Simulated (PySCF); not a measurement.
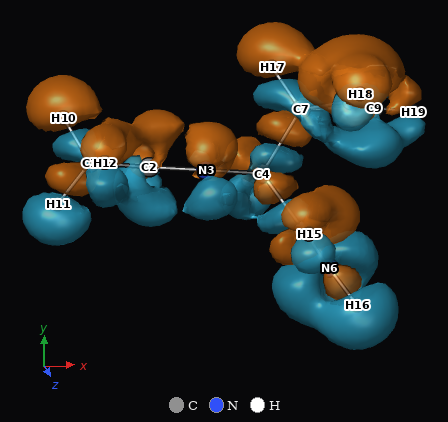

Figure. C7H10N2, SMILES `C/C=N/C(C=N)C1C=C1`. Change of the electron density in a uniform field of 0.41 V/Å, surfaces at ±0.003 e/Å³ (light blue: gain, orange: loss).

Computed with PySCF, BP86/def2-SVP, geometry: GFN2-xTB. No frequency check shows the geometry to be a minimum. A basis without diffuse functions makes polarisabilities too small.

Along which Cartesian direction does the field point?

Along +y: electrons gather on the −y side, against the field.

How large is the response?

The induced dipole is 1.54 D (along the field); α along this axis, from the fields in both directions, is 75 bohr³ (11.1 Å³).

Which atoms gain and lose the most charge?

Electrons gather most on N6 (Hirshfeld charge changes by −0.021 e) and leave H17 most (+0.013 e); 0.153 electrons are displaced in all.
